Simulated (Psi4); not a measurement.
# CCSD(T)/6-311+G(d,p) run of C2H2FSi− (SMILES C#C[SiH-]F)

Aim: the energy change on altering one bond length of C2H2FSi− at CCSD(T)/6-311+G**, from 2 runs. 

The calculation is run with Psi4 1.11.

## 1. The molecule

C2H2FSi−: 6 atoms, total charge -1, spin state singlet. SMILES: `C#C[SiH-]F`. The coordinates come from a GFN2-xTB relaxation.

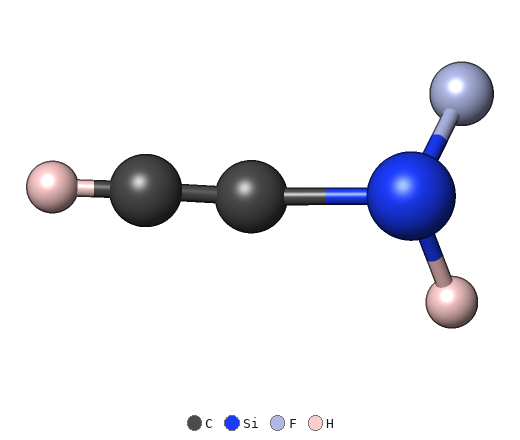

Viewed from a chosen angle; carbon dark grey, silicon blue, fluorine light blue, hydrogen pink.

## 2. The energy at CCSD(T)/6-311+G(d,p)

Input file input.json:

```json
{
 "schema_name": "qcschema_input",
 "schema_version": 1,
 "molecule": {
  "schema_name": "qcschema_molecule",
  "schema_version": 2,
  "symbols": ["C", "C", "Si", "F", "H", "H"],
  "geometry": [2.09999595, -0.84236432, -2.32515682, 0.61928215, -0.1786925, -0.7134661, -0.6175436, 1.06062768, 2.35333263, -2.63962614, -1.36676332, 3.16670855, 3.23857484, -1.46312045, -3.85628851, -2.70068319, 2.7903129, 1.37490804],
  "molecular_charge": -1,
  "molecular_multiplicity": 1,
  "fix_symmetry": "c1",
  "fix_com": true,
  "fix_orientation": true
 },
 "driver": "energy",
 "model": {
  "method": "ccsd(t)",
  "basis": "6-311+G**"
 },
 "keywords": {
  "puream": true,
  "e_convergence": 1e-09,
  "d_convergence": 1e-08,
  "scf_type": "pk",
  "num_frozen_docc": 8
 }
}
```

Run with:

```sh
$ psi4 --qcschema input.json -n 1 --memory 1600MB
```

stdout:

```text
[...]
  Running in c1 symmetry.
[...]
  Nuclear repulsion =  126.809780408787290
[...]
  Multiplicity = 1
[...]
  Nalpha       = 19
  Nbeta        = 19
[...]
    Number of basis functions: 108
[...]
   @RHF iter   1:  -465.14887766420276   -1.27128e+00   4.98197e-03 DIIS/ADIIS
[...]
   @RHF iter  13:  -465.30940787416222   -3.47313e-11   8.21893e-09 DIIS
[...]
    Orbital Energies [Eh]
    ---------------------
    Doubly Occupied:
       1A    -68.588335     2A    -26.044830     3A    -11.059841
       4A    -11.052304     5A     -5.929045     6A     -4.034949
       7A     -4.034191     8A     -4.032963     9A     -1.330228
      10A     -0.854841    11A     -0.589356    12A     -0.526722
      13A     -0.433603    14A     -0.423616    15A     -0.402995
      16A     -0.292544    17A     -0.243428    18A     -0.232977
      19A     -0.087879
[...]
  @RHF Final Energy:  -465.30940787416222
   => Energetics <=
    Nuclear Repulsion Energy =            126.8097804087872902
    One-Electron Energy =                -903.8490816332332543
    Two-Electron Energy =                 311.7298933502837031
    Total Energy =                       -465.3094078741622184
[...]
 Multipole Moments:
 ------------------------------------------------------------------------------------
     Multipole            Electronic (a.u.)      Nuclear  (a.u.)        Total (a.u.)
 ------------------------------------------------------------------------------------
 L = 1.  Multiply by 2.5417464519 to convert [e a0] to [Debye]
 Dipole X            :         16.3359589          -15.5486854            0.7872735
 Dipole Y            :          1.9224415           -2.2512308           -0.3287893
 Dipole Z            :        -42.9858872           40.7339158           -2.2519714
 Magnitude           :                                                    2.4081688
[...]
      * MP2 total energy                      = -465.883319033358532
[...]
      * CCSD total energy                     = -465.906067949838757
[...]
      * CCSD(T) total energy                  = -465.929599221918750
[...]
```

The result, in JSON:

```text
{
 "driver": "energy",
 "model": {
  "method": "ccsd(t)",
  "basis": "6-311+G**"
 },
 "success": true,
 "return_result": -465.92959922191875,
 "properties": {
  "calcinfo_nbasis": 108,
  "calcinfo_nmo": 108,
  "calcinfo_nalpha": 19,
  "calcinfo_nbeta": 19,
  "calcinfo_natom": 6,
  "nuclear_repulsion_energy": 126.80978040878729,
  "return_energy": -465.92959922191875,
  "scf_one_electron_energy": -903.8490816332333,
  "scf_two_electron_energy": 311.7298933502837,
  "scf_dipole_moment": [0.7872734888901487, -0.32878928697381893, -2.251971393378902],
  "scf_total_energy": -465.3094078741622,
  "scf_iterations": 13,
  "mp2_same_spin_correlation_energy": -0.14526122956647597,
  "mp2_opposite_spin_correlation_energy": -0.4286499296290935,
  "mp2_singles_energy": -4.469766001933994e-25,
  "mp2_doubles_energy": -0.5739111591955695,
  "mp2_correlation_energy": -0.5739111591955695,
  "mp2_total_energy": -465.88331903335853,
  "ccsd_same_spin_correlation_energy": -0.12682520271832698,
  "ccsd_opposite_spin_correlation_energy": -0.46983487295748705,
  "ccsd_singles_energy": 0.0,
  "ccsd_doubles_energy": -0.596660075675814,
  "ccsd_correlation_energy": -0.5966600756758133,
  "ccsd_total_energy": -465.90606794983876,
  "ccsd_iterations": 19,
  "ccsd_prt_pr_correlation_energy": -0.6201913477557713,
  "ccsd_prt_pr_total_energy": -465.92959922191875
 }
}
```

Run time: 53 s. Hardware: 1 thread of Intel Xeon 6975P-C (Granite Rapids), shared host; peak memory 1.1 GiB.

## 3. The distorted shape at the same level

Input file c2h2fsi_ase.py:

```python
import numpy as np
from ase.calculators.psi4 import Psi4
from ase import Atoms

mol = Atoms(['C', 'C', 'Si', 'F', 'H', 'H'], positions=[
    [1.646287, 0.196496, -1.445629],
    [0.862727, 0.547696, -0.592759],
    [0.208227, 1.203516, 1.030121],
    [-1.396830, -0.723260, 1.675750],
    [2.248797, -0.131994, -2.255869],
    [-0.894123, 2.118826, 0.512361],
])
calc = Psi4(atoms=mol, method='ccsd(t)', basis='6-311+G**', memory='1600MB', num_threads=1, charge=-1, multiplicity=1, label='calc')
calc.psi4.set_options({'puream': True, 'e_convergence': 1e-09, 'd_convergence': 1e-08, 'scf_type': 'pk', 'num_frozen_docc': 8})
mol.calc = calc

print(f'energy: {mol.get_potential_energy():.6f} eV')
```

Run with:

```sh
$ python c2h2fsi_ase.py
```

calc.dat:

```text
[...]
  Running in c1 symmetry.
[...]
  Nuclear repulsion =  110.287263010339345
[...]
  Multiplicity = 1
[...]
  Nalpha       = 19
  Nbeta        = 19
[...]
    Number of basis functions: 108
[...]
   @RHF iter   1:  -465.04876294796276   -1.57819e+00   5.76673e-03 DIIS/ADIIS
[...]
   @RHF iter  14:  -465.23628897069335   -2.97860e-11   9.09255e-09 DIIS
[...]
    Orbital Energies [Eh]
    ---------------------
    Doubly Occupied:
       1A    -68.645527     2A    -25.922562     3A    -11.096076
       4A    -11.085118     5A     -5.985585     6A     -4.089167
       7A     -4.088753     8A     -4.087717     9A     -1.163295
      10A     -0.886833    11A     -0.618309    12A     -0.533804
      13A     -0.355582    14A     -0.283113    15A     -0.277926
      16A     -0.269531    17A     -0.267180    18A     -0.254819
      19A     -0.148362
[...]
  @RHF Final Energy:  -465.23628897069335
   => Energetics <=
    Nuclear Repulsion Energy =            110.2872630103393448
    One-Electron Energy =                -870.9285794685208657
    Two-Electron Energy =                 295.4050274874882120
    Total Energy =                       -465.2362889706933515
[...]
 Multipole Moments:
 ------------------------------------------------------------------------------------
     Multipole            Electronic (a.u.)      Nuclear  (a.u.)        Total (a.u.)
 ------------------------------------------------------------------------------------
 L = 1.  Multiply by 2.5417464519 to convert [e a0] to [Debye]
 Dipole X            :         -0.5929977            2.4516478            1.8586502
 Dipole Y            :         -0.9718242            2.1680054            1.1961812
 Dipole Z            :          1.8669798           -3.6426772           -1.7756974
 Magnitude           :                                                    2.8352304
[...]
      * MP2 total energy                      = -465.817565406439314
[...]
      * CCSD total energy                     = -465.839181331396844
[...]
      * CCSD(T) total energy                  = -465.864555682090497
```

On the terminal:

```text
energy: -12676.820260 eV
```

Wall time 58 s (1 thread of Intel Xeon 6975P-C (Granite Rapids), shared host); peak memory 1.1 GiB.

## 4. What came out

Level: CCSD(T)/6-311+G**, 8 core orbitals frozen.

```
                                                              quantity          value
                                             first shape: total energy  -465.92960 Eh
                      first shape: HOMO energy (Hartree–Fock orbitals)       -2.39 eV
                      first shape: LUMO energy (Hartree–Fock orbitals)        4.55 eV
    first shape: HOMO–LUMO gap (to an unbound level, set by the basis)        6.94 eV
              first shape: correlation energy (8 core orbitals frozen)     -620.2 mEh
                                           first shape: (T) correction     -23.53 mEh
                                            first shape: T1 diagnostic          0.015
                                         distorted shape: total energy  -465.86456 Eh
                  distorted shape: HOMO energy (Hartree–Fock orbitals)       -4.04 eV
                  distorted shape: LUMO energy (Hartree–Fock orbitals)        4.20 eV
distorted shape: HOMO–LUMO gap (to an unbound level, set by the basis)        8.23 eV
          distorted shape: correlation energy (8 core orbitals frozen)     -628.3 mEh
                                       distorted shape: (T) correction     -25.37 mEh
                                        distorted shape: T1 diagnostic          0.021
    energy change with the Si3–F4 bond stretched from 1.726 to 2.590 Å       1.770 eV
```

What this shows: With the Si3–F4 bond stretched from 1.726 to 2.590 Å the energy rises by 1.77 eV (41 kcal/mol). The first shape isn't relaxed at this level, so the change isn't measured from a minimum. The triples (first shape) make up 3.8 % of the correlation energy. The T1 diagnostic (distorted shape) of 0.021 is above the customary mark for such species, so a single reference may not serve. The triples (distorted shape) make up 4.0 % of the correlation energy.
